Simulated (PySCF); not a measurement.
# Two runs on B$_{2}$Cl$_{4}$

System: B$_{2}$Cl$_{4}$ (Diboron tetrachloride).
Method of run 1: GIAO PBE0/pcSseg-1 NMR shielding, non-relativistic, gas phase (PySCF 2.14.0).

The geometry comes from this level: GFN2-xTB. Text and figures count atoms from 1; the logs count them from 0 in places.

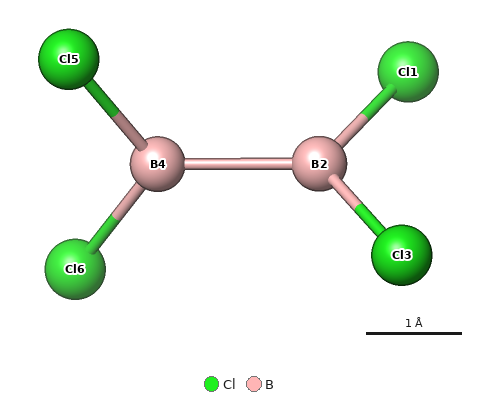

**Figure 1.** The structure (ball-and-stick view, seen on its broad side; atoms are numbered from 1 in the order of the input). Bond lengths as drawn: B–B 1.70 Å and B–Cl 1.72 Å.

## Input file, run 1
```
{"job": {"kind": "nmr", "xc": "PBE0", "basis": "pcSseg-1", "pop": false}, "charge": 0, "multiplicity": 1}
Cl    -1.726788    -1.208082     0.864272
B     -0.843567    -0.072758    -0.079980
Cl    -1.752336     0.905977    -1.164846
B      0.847694     0.075207     0.051864
Cl     1.574228     1.157574     1.174964
Cl     1.913259    -0.849956    -0.932574
```

The first line tells a small driver script what to run in PySCF; the rest is the geometry in Å.

Launched with:
```bash
OMP_NUM_THREADS=1 python <driver script> task.json out
```

Hardware: 1 CPU thread, shared host.

## Output (run 1)
```
coarse grid: 8672 points
cycle   1  E = -1889.8426402585  dE =  8.280e-01  |g| = 3.030e-01  |ddm| = 2.446e+00
cycle   2  E = -1889.8156959512  dE =  2.694e-02  |g| = 4.545e-01  |ddm| = 7.242e-01
cycle   3  E = -1889.8701897933  dE = -5.449e-02  |g| = 2.958e-02  |ddm| = 4.279e-01
cycle   4  E = -1889.8703896150  dE = -1.998e-04  |g| = 1.381e-02  |ddm| = 4.811e-02
cycle   5  E = -1889.8704355052  dE = -4.589e-05  |g| = 8.511e-04  |ddm| = 1.455e-02
cycle   6  E = -1889.8704357269  dE = -2.217e-07  |g| = 1.578e-04  |ddm| = 1.514e-03
final grid: 69400 points
cycle   7  E = -1889.8963983654  dE = -3.074e-05  |g| = 4.643e-03  |ddm| = 1.500e-02
cycle   8  E = -1889.8963985657  dE = -2.003e-07  |g| = 2.981e-03  |ddm| = 6.101e-03
cycle   9  E = -1889.8964001977  dE = -1.632e-06  |g| = 1.450e-03  |ddm| = 3.941e-03
cycle  10  E = -1889.8964007565  dE = -5.588e-07  |g| = 1.132e-04  |ddm| = 1.388e-03
cycle  11  E = -1889.8964007595  dE = -2.978e-09  |g| = 1.589e-05  |ddm| = 1.282e-04
cycle  12  E = -1889.8964007596  dE = -6.230e-11  |g| = 6.950e-06  |ddm| = 2.358e-05
converged SCF energy = -1889.8964007596

GIAO shielding tensors (ppm)
atom      isotropic    diamagn.    paramagn.     s11        s22        s33       span
  0 Cl     615.426    1146.988    -531.562    280.180    644.996    921.101    640.921
  1 B       38.139     189.091    -150.952    -11.618     22.988    103.047    114.666
  2 Cl     615.321    1146.974    -531.653    279.993    644.930    921.039    641.046
  3 B       38.142     189.093    -150.951    -11.612     22.987    103.051    114.663
  4 Cl     615.411    1146.986    -531.575    280.154    645.004    921.075    640.921
  5 Cl     615.339    1146.973    -531.635    280.045    644.867    921.105    641.061
```

The input of run 2 differs as follows (lines with − go, lines with + come):
```diff
-Cl    -1.726788    -1.208082     0.864272
-B     -0.843567    -0.072758    -0.079980
-Cl    -1.752336     0.905977    -1.164846
-B      0.847694     0.075207     0.051864
-Cl     1.574228     1.157574     1.174964
-Cl     1.913259    -0.849956    -0.932574
+Cl     3.956454    -1.149797    -3.910509
+B      4.030503     0.471024    -3.323974
+Cl     3.467406     0.355966    -1.622323
+B      4.929687     1.874245    -3.758580
+Cl     4.381523     3.036548    -4.852126
+Cl     6.462797     1.942099    -3.020139
```

What does this change do to the results?

With the same method and basis, run 2 lies 10.1 kcal/mol higher. The HOMO goes from −8.68 to −8.77 eV. The LUMO goes from −2.01 to −2.44 eV. The dipole moment goes from 0.00 to 1.06 D. Of all shieldings, the largest change is that of Cl3, by −83.7 ppm. The number of SCF iterations is the same.

## Output (run 2)
```
coarse grid: 8672 points
cycle   1  E = -1889.8201063627  dE =  8.304e-01  |g| = 3.303e-01  |ddm| = 2.452e+00
cycle   2  E = -1889.7817372653  dE =  3.837e-02  |g| = 5.185e-01  |ddm| = 8.257e-01
cycle   3  E = -1889.8538126442  dE = -7.208e-02  |g| = 2.984e-02  |ddm| = 4.905e-01
cycle   4  E = -1889.8540040191  dE = -1.914e-04  |g| = 1.486e-02  |ddm| = 5.131e-02
cycle   5  E = -1889.8540574450  dE = -5.343e-05  |g| = 1.588e-03  |ddm| = 1.630e-02
cycle   6  E = -1889.8540578393  dE = -3.943e-07  |g| = 1.105e-03  |ddm| = 2.983e-03
final grid: 69400 points
cycle   7  E = -1889.8802645114  dE = -3.131e-05  |g| = 4.792e-03  |ddm| = 1.542e-02
cycle   8  E = -1889.8802644807  dE =  3.062e-08  |g| = 3.359e-03  |ddm| = 6.866e-03
cycle   9  E = -1889.8802667857  dE = -2.305e-06  |g| = 1.459e-03  |ddm| = 4.409e-03
cycle  10  E = -1889.8802673310  dE = -5.453e-07  |g| = 1.530e-04  |ddm| = 1.418e-03
cycle  11  E = -1889.8802673365  dE = -5.563e-09  |g| = 3.926e-05  |ddm| = 1.887e-04
cycle  12  E = -1889.8802673369  dE = -4.106e-10  |g| = 1.262e-05  |ddm| = 5.425e-05
converged SCF energy = -1889.8802673369

GIAO shielding tensors (ppm)
atom      isotropic    diamagn.    paramagn.     s11        s22        s33       span
  0 Cl     572.744    1147.934    -575.190    276.642    608.095    833.495    556.853
  1 B       36.704     192.468    -155.763    -18.120     25.717    102.517    120.637
  2 Cl     531.601    1153.465    -621.864    174.983    631.619    788.203    613.220
  3 B       39.282     194.119    -154.837     -1.634     17.946    101.532    103.166
  4 Cl     630.313    1144.896    -514.583    292.392    629.030    969.517    677.125
  5 Cl     606.119    1143.690    -537.571    260.602    638.199    919.555    658.953
```

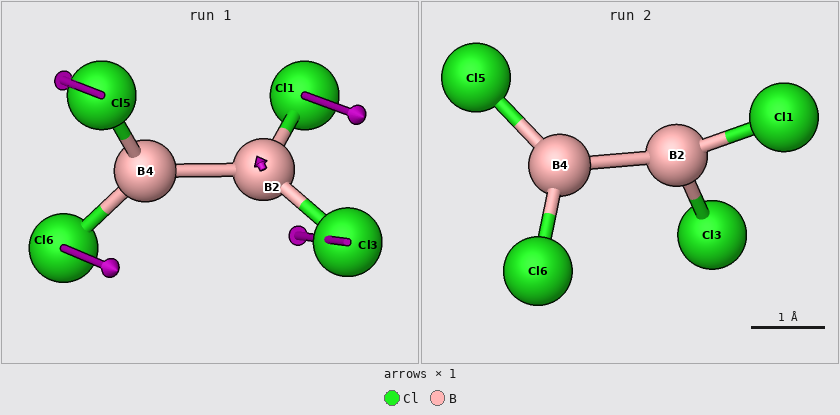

**Figure 2.** The two input geometries at one scale (ball-and-stick view, seen at a tilt). The pink arrows on the first give the shifts of the atoms after the best rigid fit, at true length. Cl3 moves most after the best rigid fit: 2.29 Å. By element the largest moves are Cl 2.29 Å, B 0.23 Å. Among the contacts that change: B2–Cl3 1.721 → 1.796 Å, B4–Cl5 1.721 → 1.687 Å, B2–B4 1.703 → 1.722 Å, B4–Cl6 1.721 → 1.703 Å.

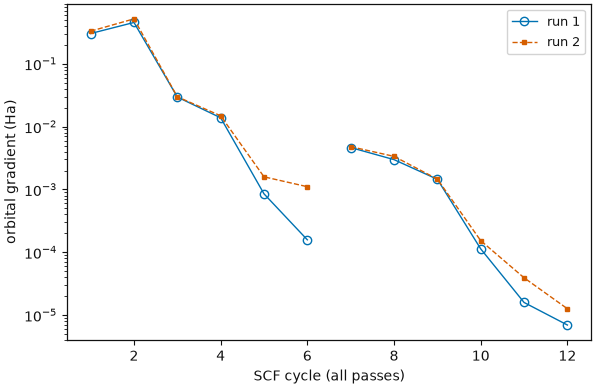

**Figure 3.** Convergence of the two runs: orbital gradient against the SCF cycle. A break in a curve parts two SCF passes (coarse and final grid). Run 1 takes 12 cycles in all, and run 2 takes 12.

## The two runs side by side

| quantity | run 1 | run 2 |
| --- | --- | --- |
| outcome | converged | converged |
| total energy (hartree) | −1889.896401 | −1889.880267 |
| HOMO (eV) | −8.68 | −8.77 |
| LUMO (eV) | −2.01 | −2.44 |
| dipole moment (D) | 0.00 | 1.06 |
| shielding of Cl1 (ppm) | 615.4 | 572.7 |
| shielding of B2 (ppm) | 38.1 | 36.7 |
| shielding of Cl3 (ppm) | 615.3 | 531.6 |
| shielding of B4 (ppm) | 38.1 | 39.3 |
| shielding of Cl5 (ppm) | 615.4 | 630.3 |
| shielding of Cl6 (ppm) | 615.3 | 606.1 |
| SCF iterations | 12 | 12 |
| basis functions | 130 | 130 |
| wall time (shared host) | 17 s | 12 s |
